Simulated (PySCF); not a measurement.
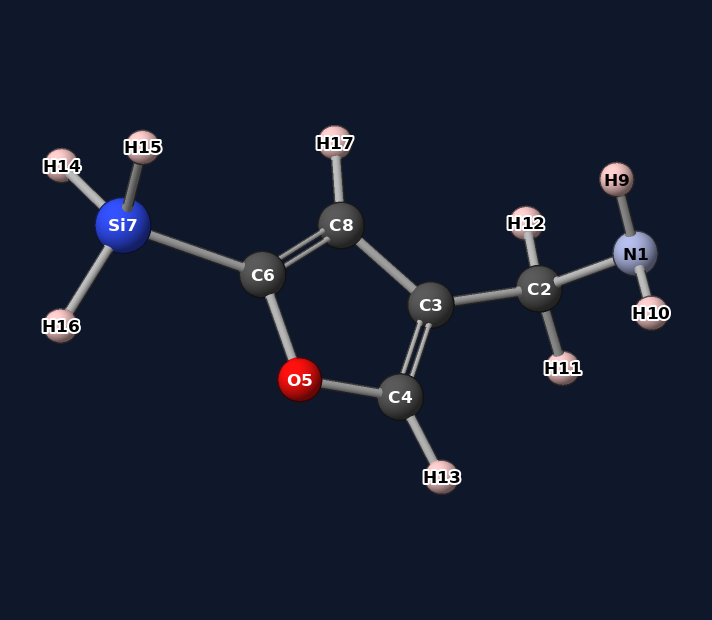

The questions are on isotropic NMR shieldings of the C atoms. Computed geometry: GFN2-xTB optimisation. No frequency run is at hand to confirm it as a minimum. Level of theory: GIAO PBE0/pcSseg-1 NMR shielding, non-relativistic, gas phase (PySCF 2.14.0).

Which C atom is the most shielded (lowest chemical shift)?

C2 (144.3 ppm).

Which C atom is the least shielded (highest chemical shift)?

C6 (34.1 ppm).

How wide is the range of C shifts?

110.2 ppm.

List the isotropic NMR shieldings of the C atoms.

```csv
atom,σ (ppm)
C2,144.3
C3,47.1
C4,36.9
C6,34.1
C8,56.4
```

The geometry is semi-empirical. Around Si such bond lengths and angles can be off by a tenth of an ångström or more and by several degrees, and values that hang on the shape move with them.
